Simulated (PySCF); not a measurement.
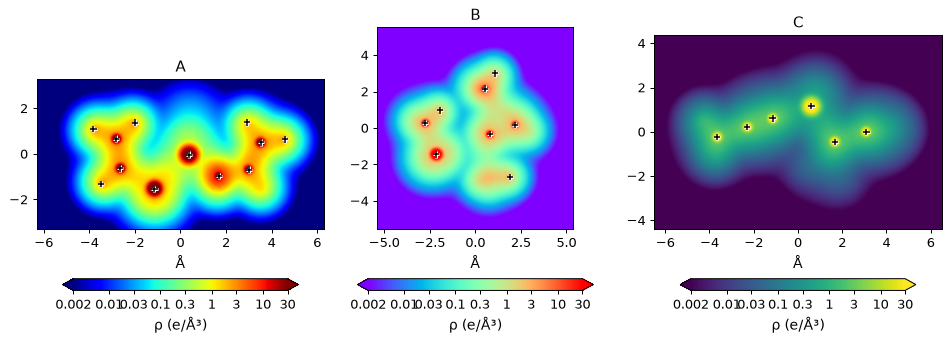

The electron density of 3 systems, each on a plane through atoms (crosses mark nuclei in the plane).

These are results of PBE0/pcSseg-1, SCF density, gas phase, non-relativistic in PySCF, not measurements.

System 1: C$_{5}$H$_{15}$BN$_{2}$S, the plane of atoms S2, C1 and H11. Geometry: GFN2-xTB.

```yaml
atoms:
  - { symbol: C, position_ang: [2.6025, 1.1613, -0.5745] }
  - { symbol: S, position_ang: [2.4288, -0.3426, 0.4403] }
  - { symbol: B, position_ang: [1.1780, -1.3331, -0.5894] }
  - { symbol: N, position_ang: [-0.2651, -1.2541, 0.2259] }
  - { symbol: C, position_ang: [-0.2231, -2.0099, 1.4805] }
  - { symbol: C, position_ang: [-0.6836, 0.1109, 0.4757] }
  - { symbol: C, position_ang: [-2.1423, 0.4368, 0.6561] }
  - { symbol: C, position_ang: [-1.3885, 0.9006, -0.5763] }
  - { symbol: N, position_ang: [-1.0191, 2.2585, -0.8087] }
  - { symbol: H, position_ang: [3.0603, 0.8937, -1.5227] }
  - { symbol: H, position_ang: [1.6301, 1.6142, -0.7470] }
  - { symbol: H, position_ang: [3.2492, 1.8433, -0.0312] }
  - { symbol: H, position_ang: [1.4612, -2.4833, -0.6200] }
  - { symbol: H, position_ang: [1.0012, -0.8229, -1.6427] }
  - { symbol: H, position_ang: [-0.9334, -1.6916, -0.4052] }
  - { symbol: H, position_ang: [0.5830, -1.6062, 2.0918] }
  - { symbol: H, position_ang: [-1.1695, -1.9310, 2.0188] }
  - { symbol: H, position_ang: [-0.0041, -3.0535, 1.2698] }
  - { symbol: H, position_ang: [0.0395, 0.6250, 1.0982] }
  - { symbol: H, position_ang: [-2.8678, -0.3555, 0.5430] }
  - { symbol: H, position_ang: [-2.4077, 1.1644, 1.4086] }
  - { symbol: H, position_ang: [-1.6215, 0.3940, -1.5068] }
  - { symbol: H, position_ang: [-0.7397, 2.7182, 0.0504] }
  - { symbol: H, position_ang: [-1.7800, 2.7826, -1.2264] }
```

System 2: C$_{7}$H$_{13}$NSi, the plane of atoms C3, Si4 and C5. Geometry: GFN2-xTB.

```xyz
22

C     4.0292   -0.4666    0.5450
C     2.7406   -0.4528   -0.1082
C     1.6670   -0.4476   -0.6575
Si    0.0088   -0.4471   -1.4616
C    -1.2491    0.0798   -0.0906
C    -0.9200    1.4881    0.4028
C    -1.1819   -0.9050    1.0776
C    -2.5964    0.0059   -0.7273
N    -3.3152    0.9158   -1.2123
H     4.8238   -0.3894   -0.1968
H     4.1078    0.3716    1.2372
H     4.1535   -1.3964    1.1000
H    -0.0326    0.5320   -2.5519
H    -0.3170   -1.7974   -1.9304
H     0.0524    1.4943    0.8909
H    -1.6674    1.8277    1.1217
H    -0.8837    2.2017   -0.4193
H    -1.4346   -1.9133    0.7547
H    -1.8814   -0.6133    1.8620
H    -0.1800   -0.9239    1.5030
H    -3.0044   -1.0008   -0.8080
H    -2.9296    1.8560   -1.1335
```

System 3: C$_{4}$H$_{8}$OS$_{2}$Si, the plane of atoms C8, C7 and H14. Geometry: GFN2-xTB.

```xyz
16

C    -3.1846    0.1675    0.4434
C    -2.5668   -0.0207   -0.7069
O    -1.2459   -0.2277   -0.8737
Si   -0.0138   -0.2198    0.1735
S     0.1597    1.7192    1.1062
S     1.5787   -0.7108   -1.1618
C     3.0248   -0.6187   -0.1736
C     3.1224   -0.3081    1.1061
H    -4.2467    0.3178    0.4758
H    -2.6559    0.1641    1.3805
H    -3.0869   -0.0250   -1.6562
H    -0.1577   -1.2115    1.2286
H    -0.9893    2.1879    0.6422
H     3.8931   -0.8625   -0.7662
H     2.2763   -0.0524    1.7186
H     4.0849   -0.2902    1.5873
```

> Which map belongs to which system?

Panel A is system 3, C$_{4}$H$_{8}$OS$_{2}$Si: the plane holds C, O, Si, S and H. C–C (1.32 Å): ρ is about 2.4 e/Å³ halfway. Panel B is system 1, C$_{5}$H$_{15}$BN$_{2}$S: the plane holds C, S, N and H. C–C (1.51 Å): the density is about 1.6 e/Å³ at the midpoint. Panel C is system 2, C$_{7}$H$_{13}$NSi: the plane holds C and Si. C–C (1.21 Å): the density is about 2.7 e/Å³ at the midpoint.
